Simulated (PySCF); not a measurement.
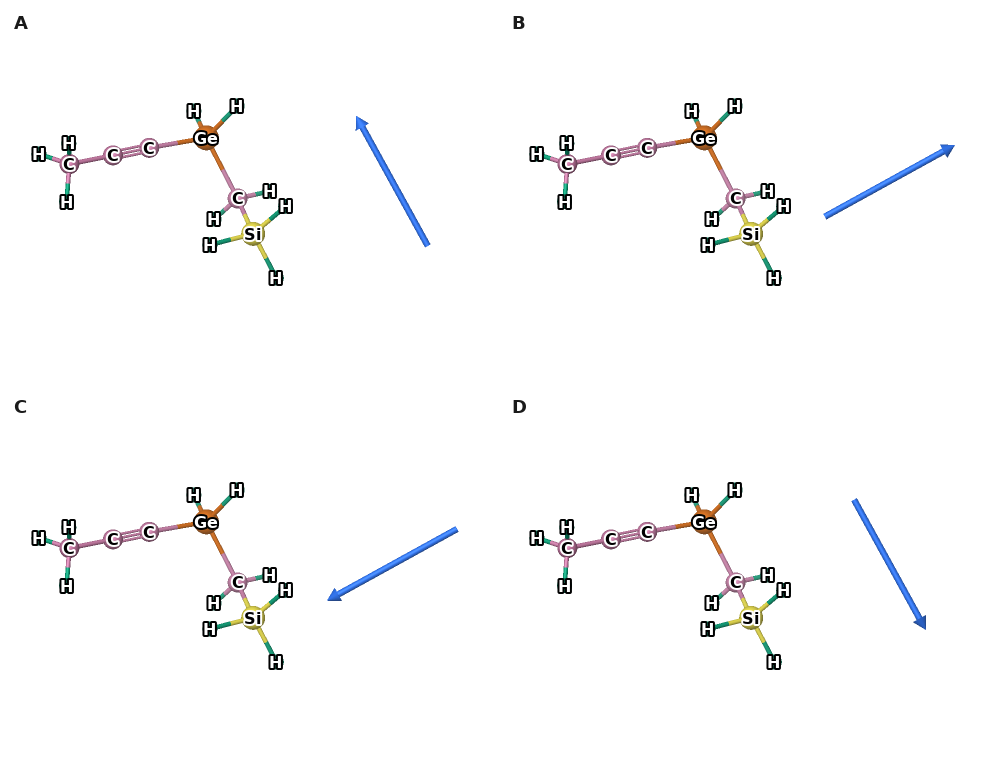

The same molecule four times, each with an arrow. Computed geometry: GFN2-xTB optimisation. No frequency run is at hand to confirm it as a minimum. Method: B3LYP/def2-SVPD, gas phase (PySCF 2.14.0).

> Which arrow points along the dipole moment, from the negative to the positive end?

C. The dipole moment is 0.93 D.

The geometry is semi-empirical. Around Ge, Si such bond lengths and angles can be off by a tenth of an ångström or more and by several degrees, and values that hang on the shape move with them.
